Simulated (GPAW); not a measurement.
**SiNH$_{3}$: atomisation calculation**

- system: SiNH$_{3}$, SMILES N[SiH]
- method: C09-vdW/real-space grid, scalar-relativistic datasets (GPAW 26.7.0)

The geometry comes from this level: GFN2-xTB.

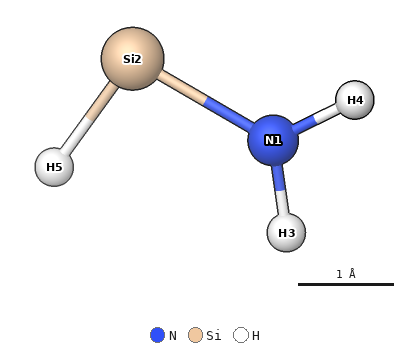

*The structure (ball-and-stick view, seen at a tilt; atoms are numbered from 1 in the order of the input).*

## Results in brief

- outcome: converged
- energy relative to the program's reference atoms: −12.4358 eV
- atomisation energy: 16.309 eV
- HOMO: −5.25 eV
- LUMO: −2.44 eV
- dipole moment: 2.15 D
- hardware: 1 thread of Arm Neoverse V2, 24 GiB of memory available, shared host
- wall time: 5.9 min
- peak memory: 3.6 GiB

## The input (run.py)
```python
from ase import Atoms
from gpaw import GPAW
from gpaw.utilities.adjust_cell import adjust_cell

atoms = Atoms('NSiHHH',
    positions=[[ -0.298680,  -0.469270,   0.122940],
               [  0.005450,   1.195020,   0.389730],
               [  0.189070,  -1.067540,  -0.529200],
               [ -1.009510,  -0.977570,   0.620720],
               [  1.113660,   1.319360,  -0.604190]])
adjust_cell(atoms, 4.5, h=0.16)

calculator = GPAW(mode='fd',
                  h=0.16,
                  xc={'name': 'C09-vdW', 'backend': 'libvdwxc'},
                  occupations={'name': 'fermi-dirac', 'width': 0.05},
                  maxiter=100,
                  symmetry='off',
                  txt='-')
atoms.calc = calculator

e = atoms.get_potential_energy()
e_mol = {'C09-vdW': e}

e_atom = {}
for symbol in sorted(set(atoms.symbols)):
    atom = Atoms(symbol, cell=atoms.cell, pbc=atoms.pbc)
    atom.center()
    atom.calc = GPAW(mode='fd',
                     h=0.16,
                     xc={'name': 'C09-vdW', 'backend': 'libvdwxc'},
                     maxiter=150,
                     symmetry='off',
                     hund=True,
                     txt=f'{symbol}_atom.txt')
    e = atom.get_potential_energy()
    e_atom[symbol] = {'C09-vdW': e}

atomisation = {xc: sum(e_atom[x][xc] for x in atoms.symbols) - e_mol[xc] for xc in e_mol}
for xc, de in atomisation.items():
    print(f'{xc:32} {de:9.3f} eV')
```

Command:
```bash
python3 -u run.py | tee run.out
```

## The program's output
```
__  _  _
 | _ |_)|_||  |
 |__||  | ||/\| - 26.7.0

units:  Angstrom and eV
cores:  1
OpenMP: False

Versions:
  Python: 3.12.14
  ASE:    3.29.0
  Numpy:  2.5.5
  Scipy:  1.18.1
  Libxc:  7.0.0

        _gpaw.cpython-312-aarch64-linux-gnu.so

Input parameters:
  mode=FD(),
  h=0.16,
  maxiter=100,
  occupations=Occupations(name='fermi-dirac', width=0.05),
  symmetry=Symmetry(point_group=False, time_reversal=False),
  xc=XC(name='C09-vdW', backend='libvdwxc')

Diagonalizing LCAO Hamiltonian
Converting LCAO to fd mode
        .---------------------------.
       /|                           |
      / |                           |
     /  |                           |
    /   |                           |
   /    |                           |
  /     |                           |
 *      |                           |
 |      |                           |
 |      |          Si               |
 |      |      H N    H             |
 |      |         H                 |
 |      |                           |
 |      .---------------------------.
 |     /                           /
 |    /                           /
 |   /                           /
 |  /                           /
 | /                           /
 |/                           /
 *---------------------------*

Atoms  # Å, Bohr magnetons
|   | symbol |        x |        y |        z |    initial magnetic moments |
|---|--------|----------|----------|----------|-----------------------------|
| 0 |      N | 5.409245 | 5.164820 | 5.234675 | ( 0.0000,  0.0000,  0.0000) |
| 1 |     Si | 5.713375 | 6.829110 | 5.501465 | ( 0.0000,  0.0000,  0.0000) |
| 2 |      H | 5.896995 | 4.566550 | 4.582535 | ( 0.0000,  0.0000,  0.0000) |
| 3 |      H | 4.698415 | 4.656520 | 5.732455 | ( 0.0000,  0.0000,  0.0000) |
| 4 |      H | 6.821585 | 6.953450 | 4.507545 | ( 0.0000,  0.0000,  0.0000) |

Unit cell  # Å
| periodic |         x |         y |         z |   lengths |    angles |
|----------|-----------|-----------|-----------|-----------|-----------|
|       no | 11.520000 |  0.000000 |  0.000000 | 11.520000 | 90.000000 |
|       no |  0.000000 | 11.520000 |  0.000000 | 11.520000 | 90.000000 |
|       no |  0.000000 |  0.000000 | 10.240000 | 10.240000 | 90.000000 |

Number of symmetries: 1
Symmetry operations  # r_c * U_cc + t_c -> r_c
|   | kind |            matrix            |
|---|------|------------------------------|
| 0 |  E   |  1, 0, 0,  0, 1, 0,  0, 0, 1 |

BZ-sampling:
  Number of BZ points: 1
  Number of IBZ points: 1

  Monkhorst-Pack size: [1, 1, 1]
  Monkhorst-Pack shift: [0, 0, 0]

K-points  # in reciprocal-cell coordinates
|   |                                coordinates |     weight |
|---|--------------------------------------------|------------|
| 0 | (  0.00000000,   0.00000000,   0.00000000) | 1.00000000 |

Uniform wave function grid shape: (np.int64(71), np.int64(71), np.int64(63))
Spin-components: 1 (collinear spins)
Bands:           11
Projectors:      19
Spin-degeneracy: 2
Datatype:        float64

  Storage: CPU
  Wave functions: 27_947_304 bytes (27_947_304 per core)

Parallelization:
  kpt:    1
  domain: 1
  band:   1

Density:
  Valence electrons: 12.0
  Components: 1
  Grid points: [72 72 64]
  Charge: 0.0  # |e|

Potential:
  Grid points: [72 72 64]

species:
  N:
    name:    Nitrogen
    Z:       7.0
    valence: 5
    core:    2
    charge:  0.0  # [|e|]
    file:    N.PBE.gz
    compensation charges:
      type: gauss
      rc: 0.18  # [Å]
      lmax: 2
    cutoffs:
      filter: 1.11  # [Å]
      core: 0.96  # [Å]
    projectors
    | kind |    occ | energy [eV] | rcut [Å] |
    |------|--------|-------------|----------|
    |   2s |  2.000 |     -18.583 |    0.603 |
    |   2p |  3.000 |      -7.089 |    0.529 |
    |    s |        |       8.629 |    0.603 |
    |    p |        |      20.123 |    0.529 |
    |    d |        |       0.000 |    0.577 |

    Using partial waves for N as LCAO basis

  Si:
    name:    Silicon
    Z:       14.0
    valence: 4
    core:    10
    charge:  0.0  # [|e|]
    file:    Si.PBE.gz
    compensation charges:
      type: gauss
      rc: 0.33  # [Å]
      lmax: 2
    cutoffs:
      filter: 1.86  # [Å]
      core: 2.06  # [Å]
    projectors
    | kind |    occ | energy [eV] | rcut [Å] |
    |------|--------|-------------|----------|
    |   3s |  2.000 |     -10.812 |    1.058 |
    |   3p |  2.000 |      -4.081 |    1.058 |
    |    s |        |      16.399 |    1.058 |
    |    p |        |      23.130 |    1.058 |
    |    d |        |       0.000 |    1.058 |

    Using partial waves for Si as LCAO basis

  H:
    name:    Hydrogen
    Z:       1.0
    valence: 1
    core:    0
    charge:  0.0  # [|e|]
    file:    H.PBE.gz
    compensation charges:
      type: gauss
      rc: 0.15  # [Å]
      lmax: 2
    cutoffs:
      filter: 0.85  # [Å]
      core: 0.53  # [Å]
    projectors
    | kind |    occ | energy [eV] | rcut [Å] |
    |------|--------|-------------|----------|
    |   1s |  1.000 |      -6.494 |    0.476 |
    |    s |        |      20.717 |    0.476 |
    |    p |        |       0.000 |    0.476 |

    Using partial waves for H as LCAO basis

Reference energy: -9405.536241  # eV

eigensolver:
  PPCG
  Converge bands: occupied
  niter=2

density mixing:
  MSR1-Mixer
  Pratt-step length: 0.05
  Maximum mixing coefficient: 0.75
  Old densities: 10
  SVD Regularization: 0.005
  Good broyden scale: 1.0
  Trust region scale: 1.0
  Backstep threshold: 4.0
  History deletion threshold: 6.0
  Fourier metric: weight=20.0, sigma=0.015

occupation numbers:
  Fermi-Dirac:
    width: 0.0500  # eV

FastPoissonSolver using
    Stencil: 6*3+1=19 point O(h^6) finite-difference Laplacian
    FFT axes: []
    FST axes: [np.int64(2), np.int64(0), np.int64(1)]

xc functional:
  name: vdW-C09 with libvdwxc
  Mode: serial
  Semilocal: GGA_X_C09X+LDA_C_PW with 2 nearest neighbor stencil
  Corresponding non-local functional: vdW-DF
  Local blocksize: 144 x 144 x 128
  PAW datasets: PBE
interpolation: tri-quintic # 5. degree polynomial

Initialization done in: 4.284 s

convergence criteria:
- Maximum [total energy] change in last 3 cyles: 0.0005 eV / valence electron
- Maximum integral of absolute [dens]ity change: 0.0001 electrons / valence electron
- Maximum integral of absolute [eigenst]ate change: 4e-08 eV^2 / valence electron
maximum number of iterations: 100

SCF iterations
|iter     |     time |      energy | eigst |  dens |
|---------|----------|-------------|-------|-------|
|iter:   1| 00:00:05 |  -15.463162 | +1.26 |       |
|iter:   2| 00:00:09 |  -14.793471 | +0.07 | -0.54 |
|iter:   3| 00:00:12 |  -12.518558 | +0.65 | -0.59 |
|iter:   4| 00:00:15 |  -12.453755 | +0.24 | -1.16 |
|iter:   5| 00:00:19 |  -12.434296 | -0.85 | -1.42 |
|iter:   6| 00:00:22 |  -12.435546 | -1.68 | -2.14 |
|iter:   7| 00:00:25 |  -12.435722c| -2.61 | -2.47 |
|iter:   8| 00:00:29 |  -12.435756c| -3.27 | -3.07 |
|iter:   9| 00:00:32 |  -12.435761c| -4.07 | -3.50 |
|iter:  10| 00:00:36 |  -12.435762c| -4.68 | -4.18c|
|iter:  11| 00:00:39 |  -12.435763c| -5.33 | -4.44c|
|iter:  12| 00:00:43 |  -12.435763c| -5.82 | -4.78c|
|iter:  13| 00:00:46 |  -12.435763c| -6.49 | -5.03c|
|iter:  14| 00:00:50 |  -12.435763c| -7.00 | -5.36c|
|iter:  15| 00:00:53 |  -12.435763c| -7.62c| -5.58c|

Converged in 15 steps
SCF loop duration: 48.419 s (3.228 s/step)
Energy contributions relative to reference atoms: (reference = -9405.536241)

Energy contributions:
  Kinetic:          26.621729
  Coulomb:         -28.903595
  Zero:              0.265098
  External:          0.000000
  Xc:              -10.418995
  Entropy:          -0.000000
  Spinorbit:         0.000000
  ----------------------------
  Free energy:     -12.435763
  Extrapolated:    -12.435763

dipole moment: (-0.031851, -0.431880, -0.111525)  # |e|*Ang

Fermi level: -4.061
Eigenvalues  # (at kpt = [0.000, 0.000, 0.000])
| band index |      eig [eV] | occ [0-2] |
|------------|---------------|-----------|
|          0 |       -21.432 |     2.000 |
|          1 |       -12.838 |     2.000 |
|          2 |       -12.521 |     2.000 |
|          3 |        -8.903 |     2.000 |
|          4 |        -7.297 |     2.000 |
|          5 |        -5.252 |     2.000 |
|          6 |        -2.443 |     0.000 |
|          7 |        -1.024 |     0.000 |
|          8 |         0.152 |     0.000 |
|          9 |         0.443 |     0.000 |
|         10 |         0.452 |     0.000 |

Gap: 2.809 eV
Transition (v -> c):
  (s=0, k=0, n=5, [0.00, 0.00, 0.00]) -> (s=0, k=0, n=6, [0.00, 0.00, 0.00])
No difference between direct/indirect transitions
vacuum-level: 0.000  # V
C09-vdW                             16.309 eV
```

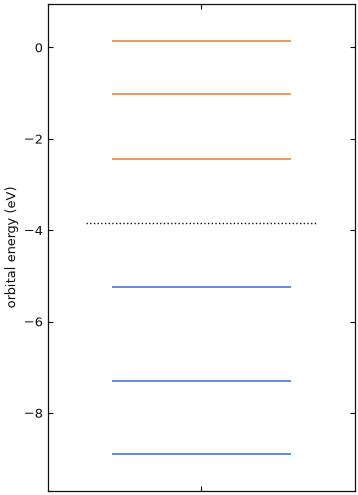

*Orbital energies near the frontier; the dotted line parts filled from empty levels, and levels within 0.02 eV of each other stand side by side.*

Highest filled −5.25 eV, lowest empty −2.44 eV, 2.81 eV apart.
